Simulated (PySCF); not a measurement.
## Run report: C₅H₁₄OSi, NMR shielding calculation

The run: NMR shielding calculation of C₅H₁₄OSi, SMILES CCO[Si](C)(C)C. Method and program: GIAO PBE0/def2-SVP NMR shielding, non-relativistic, gas phase (PySCF 2.14.0).

The geometry comes from this level: PBE0-D3(BJ)/def2-SVP. Figures and captions count atoms from 1; the log counts them from 0 in places.

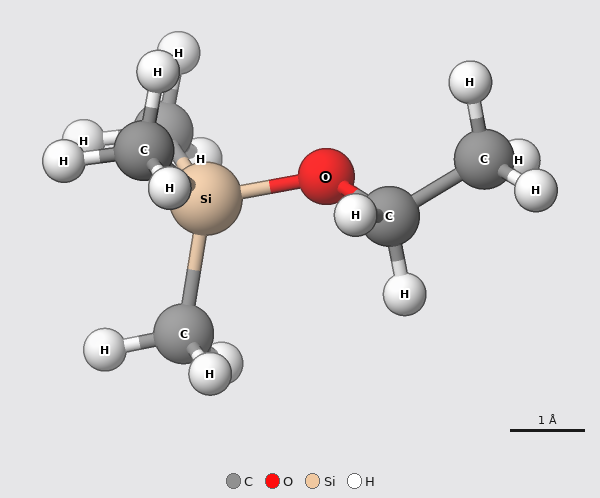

Figure 1. The structure as given in the input (ball-and-stick view, seen at a tilt). Bond lengths as drawn: C–C 1.51 Å, C–H 1.10 to 1.11 Å, C–O 1.40 Å, C–Si 1.87 to 1.88 Å and O–Si 1.68 Å.

Input file
```
{"job": {"xc": "PBE0", "basis": "def2-SVP", "kind": "nmr", "pop": false}, "charge": 0, "multiplicity": 1}
C      3.120749    -0.109930     0.418008
C      1.716460     0.438148     0.542830
O      0.851953    -0.285652    -0.290290
Si    -0.682133     0.218715    -0.748601
C     -1.729608     0.533233     0.777174
C     -1.372842    -1.186466    -1.766038
C     -0.548120     1.787915    -1.771625
H      3.137000    -1.178694     0.679531
H      3.481713    -0.008342    -0.617137
H      3.814113     0.424556     1.085157
H      1.379685     0.371364     1.597156
H      1.714300     1.516521     0.281951
H     -2.756292     0.821167     0.498277
H     -1.313264     1.346863     1.393151
H     -1.789557    -0.370410     1.404439
H     -0.732286    -1.384411    -2.639795
H     -2.386269    -0.953750    -2.129983
H     -1.426100    -2.110255    -1.169321
H     -0.117199     2.619615    -1.191042
H     -1.540831     2.111747    -2.125620
H      0.090361     1.623657    -2.654688
```

The first line tells a small driver script what to run in PySCF; the rest is the geometry in Å.

Hardware: 1 CPU thread, shared host.

Launched with:
```bash
OMP_NUM_THREADS=1 python <driver script> task.json out
```

Log
```
coarse grid: 16824 points
cycle   1  E = -562.7991449315  dE =  3.184e-01  |g| = 7.597e-01  |ddm| = 4.285e+00
cycle   2  E = -562.6922105669  dE =  1.069e-01  |g| = 1.062e+00  |ddm| = 2.153e+00
cycle   3  E = -562.9237488001  dE = -2.315e-01  |g| = 1.458e-01  |ddm| = 1.467e+00
cycle   4  E = -562.9281871858  dE = -4.438e-03  |g| = 2.873e-02  |ddm| = 1.551e-01
cycle   5  E = -562.9283908206  dE = -2.036e-04  |g| = 3.019e-03  |ddm| = 3.000e-02
cycle   6  E = -562.9283928707  dE = -2.050e-06  |g| = 7.086e-04  |ddm| = 4.200e-03
final grid: 154384 points
cycle   7  E = -563.0082948175  dE = -2.650e-05  |g| = 1.053e-02  |ddm| = 2.776e-02
cycle   8  E = -563.0082780479  dE =  1.677e-05  |g| = 1.397e-02  |ddm| = 2.037e-02
cycle   9  E = -563.0083204505  dE = -4.240e-05  |g| = 1.665e-03  |ddm| = 1.237e-02
cycle  10  E = -563.0083210399  dE = -5.895e-07  |g| = 7.238e-05  |ddm| = 1.907e-03
cycle  11  E = -563.0083210410  dE = -1.078e-09  |g| = 2.847e-05  |ddm| = 1.224e-04
cycle  12  E = -563.0083210412  dE = -2.008e-10  |g| = 8.372e-06  |ddm| = 4.472e-05
```

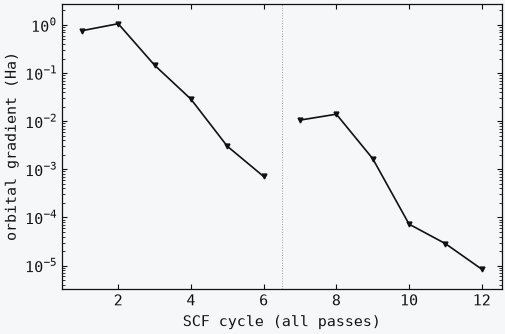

Figure 2. Convergence of the self-consistent field: orbital gradient against the SCF cycle. The dotted line marks the change from a coarse to the final integration grid. The first 6 cycles use a coarse grid, the final grid takes over at cycle 7, and the field converges after 12 cycles in all.

```
converged SCF energy = -563.0083210412

GIAO shielding tensors (ppm)
atom      isotropic    diamagn.    paramagn.     s11        s22        s33       span
  0 C      174.699     245.086     -70.387    158.746    172.732    192.618     33.872
  1 C      137.797     243.833    -106.035    112.896    123.850    176.647     63.751
  2 O      294.298     398.304    -104.006    263.162    298.245    321.485     58.323
  3 Si     393.731     885.366    -491.635    375.305    387.241    418.647     43.342
  4 C      195.015     251.331     -56.317    189.219    194.610    201.215     11.996
  5 C      193.828     250.026     -56.198    186.734    194.656    200.093     13.359
  6 C      195.974     250.777     -54.803    187.277    195.584    205.059     17.782
  7 H       30.098      29.856       0.242     26.386     28.448     35.459      9.073
  8 H       30.197      29.405       0.792     26.358     28.987     35.246      8.888
  9 H       30.559      27.082       3.477     26.625     27.659     37.392     10.767
 10 H       27.851      33.015      -5.164     21.994     28.855     32.703     10.709
 11 H       27.899      32.644      -4.746     22.205     29.329     32.163      9.958
 12 H       31.546      30.881       0.664     27.719     28.810     38.107     10.388
 13 H       31.067      32.875      -1.808     27.044     29.273     36.885      9.841
 14 H       31.280      32.701      -1.420     27.617     28.322     37.902     10.285
 15 H       31.105      30.795       0.310     27.174     28.712     37.428     10.253
 16 H       31.587      29.866       1.721     27.729     28.814     38.218     10.489
 17 H       31.126      31.727      -0.601     27.157     28.657     37.563     10.406
 18 H       30.938      32.006      -1.069     26.795     29.204     36.814     10.019
 19 H       31.588      30.032       1.556     27.699     28.887     38.178     10.478
 20 H       31.385      30.905       0.479     27.649     28.439     38.065     10.416
```

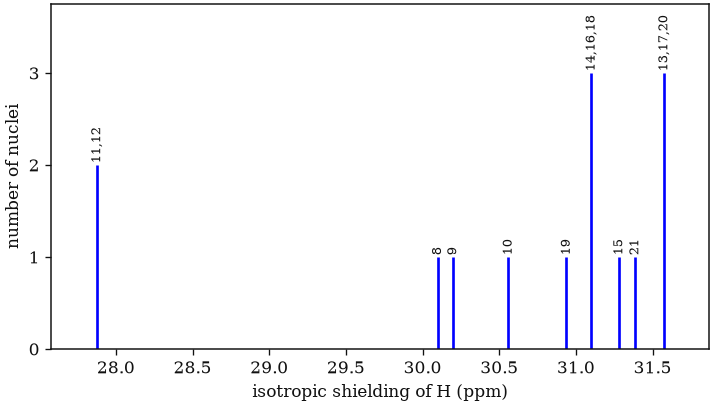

Figure 3. Isotropic shieldings of the hydrogen nuclei in this fixed geometry, labelled by atom number; shielding grows to the right, so chemical shift grows to the left. The least shielded is H11 (27.9 ppm), the most shielded H20 (31.6 ppm).

Results in brief

| quantity | value |
| --- | --- |
| outcome | converged |
| total energy | −563.008321 hartree |
| HOMO | −7.40 eV |
| LUMO | 1.48 eV |
| dipole moment | 1.01 D |
| isotropic shielding, C | 137.8 to 196.0 ppm |
| isotropic shielding, O | 294.3 ppm |
| isotropic shielding, Si | 393.7 ppm |
| isotropic shielding, H | 27.9 to 31.6 ppm |
| wall time | 24 s |
| peak memory | 1 GiB |
